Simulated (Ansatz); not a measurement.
Input

```
crystal:
  periodic: [false, false, false]
  atoms:
    - {symbol: C, position_ang: [-0.529752, 1.289813, 0.251577]}
    - {symbol: N, position_ang: [1.401690, 0.709932, 1.466410]}
    - {symbol: N, position_ang: [0.454612, 0.273335, 0.506416]}
    - {symbol: O, position_ang: [-0.014273, 2.518341, -0.225927]}
    - {symbol: H, position_ang: [2.217018, 1.147465, 1.029256]}
    - {symbol: H, position_ang: [1.732517, -0.093117, 1.998961]}
    - {symbol: H, position_ang: [0.898763, -0.009196, -0.370775]}
    - {symbol: H, position_ang: [-1.102610, 1.442183, 1.184193]}
    - {symbol: H, position_ang: [-1.208909, 0.908682, -0.527443]}
    - {symbol: H, position_ang: [0.416034, 2.945606, 0.527703]}
basis:
  gaussian:
    orbitals: def2-TZVPD
hamiltonian:
  xc: pbe0
output: {forces: true, orbitals: {seedname: orbitals}}
```

Run with:

```sh
ansatz run input.yaml --threads 2 --pin off --max-ram 4350MiB --events-out events.jsonl --progress --plain --runs-dir runs
```

Geometry: B3LYP-D3(BJ)/def2-SVP.

Computed with isolated molecule in a Gaussian basis; Kohn-Sham density functional theory, functional PBE0 in Ansatz 0.2.0.

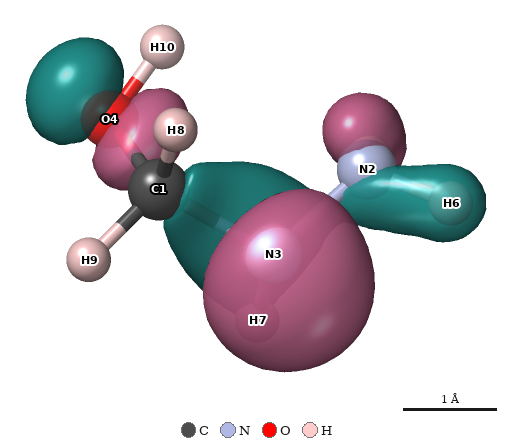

CH6N2O (SMILES NNCO). The HOMO at ±0.15 Å⁻³ᐟ² (teal and pink are the two phases), seen at an oblique angle.

Describe this orbital and give its energy.

Its weight (Hirshfeld) is mainly on N3 (about 60 %), O4 (about 15 %), N2 (about 10 %) and C1 (about 5 %). Its energy is −7.17 eV.
